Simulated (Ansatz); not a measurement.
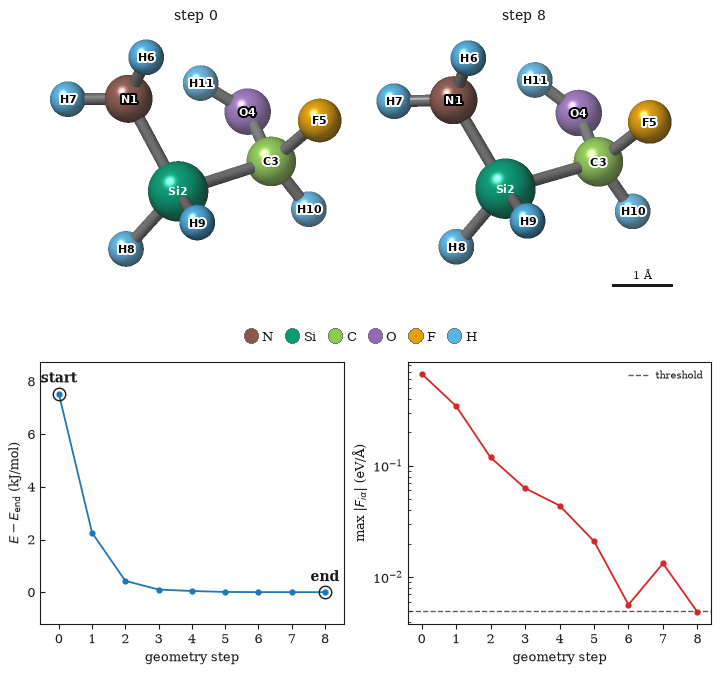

First and last geometry of a relaxation of CH6FNOSi, with the history of the run. A ball-and-stick model, seen at a tilt.

The start comes from PBE-D4/def2-SVP.

All numbers below come from RKS PBE0-D4/def2-TZVP in Ansatz.

The input:
```yaml
crystal:
  periodic: [false, false, false]
  atoms:
    - {symbol: N, position_ang: [-1.419238, 0.132697, 0.410641]}
    - {symbol: Si, position_ang: [0.090713, -0.780010, 0.564356]}
    - {symbol: C, position_ang: [1.180872, 0.303059, -0.599016]}
    - {symbol: O, position_ang: [0.403075, 0.687509, -1.666009]}
    - {symbol: F, position_ang: [1.546150, 1.427154, 0.202343]}
    - {symbol: H, position_ang: [-1.508199, 0.971595, 0.994619]}
    - {symbol: H, position_ang: [-2.299576, -0.390473, 0.436529]}
    - {symbol: H, position_ang: [-0.186140, -2.147500, 0.005121]}
    - {symbol: H, position_ang: [0.647759, -0.886067, 1.958275]}
    - {symbol: H, position_ang: [2.129529, -0.127641, -0.987018]}
    - {symbol: H, position_ang: [-0.519444, 0.752577, -1.299240]}
basis:
  gaussian: {orbitals: def2-TZVP}
hamiltonian: {xc: pbe0, dispersion: d4}
relax: {f_tol: 0.005, max_steps: 150}
```

Run as
```bash
ansatz run in.yaml --threads 4 --pin off --events-out ev --progress --plain --max-ram 10444MiB
```

Did the run converge, and what did it change?

It converged. The energy falls by 7.54 kJ/mol in 8 geometry steps. The largest force component goes from 0.67 to 0.0049 eV/Å. H11 moves most after the best rigid fit: 0.15 Å. By element the largest moves are H 0.15 Å, N 0.10 Å, F 0.07 Å, O 0.06 Å, Si 0.05 Å, C 0.02 Å. Among the contacts that change: N1–Si2 1.771 → 1.730 Å, O4–H11 0.995 → 0.970 Å, C3–F5 1.428 → 1.408 Å, C3–H10 1.112 → 1.093 Å. Among the angles between lasting bonds that change: N1–Si2–C3 98.1° → 102.8°, Si2–N1–H6 116.5° → 119.4°, C3–Si2–H8 113.0° → 110.5°.

```tsv
step	E − E(0), kJ/mol	largest force component, eV/Å
0	0.00	0.6700
1	-5.29	0.3431
2	-7.11	0.1186
3	-7.44	0.0629
4	-7.50	0.0440
5	-7.53	0.0210
6	-7.54	0.0057
7	-7.54	0.0133
8	-7.54	0.0049
```
